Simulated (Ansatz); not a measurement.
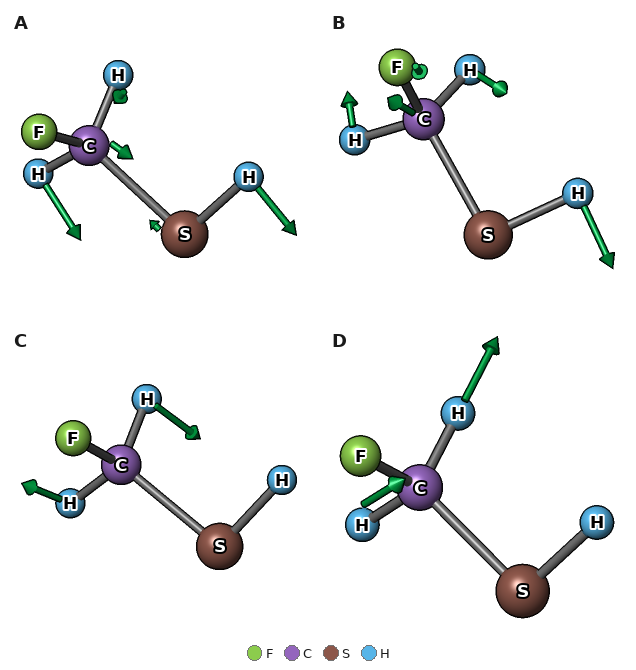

4 normal modes of one molecule or complex, as arrows. Harmonic vibrations computed with RKS PBE0-D4/def2-TZVP (Ansatz 0.2.0) at a stationary point of the same level.

> Match the panels to the wavenumbers 731 cm⁻¹, 1047 cm⁻¹, 1268 cm⁻¹, 3147 cm⁻¹.

A: 731 cm⁻¹
B: 1047 cm⁻¹
C: 1268 cm⁻¹, F–C–H bending
D: 3147 cm⁻¹, out-of-phase stretching of 2 C–H bonds
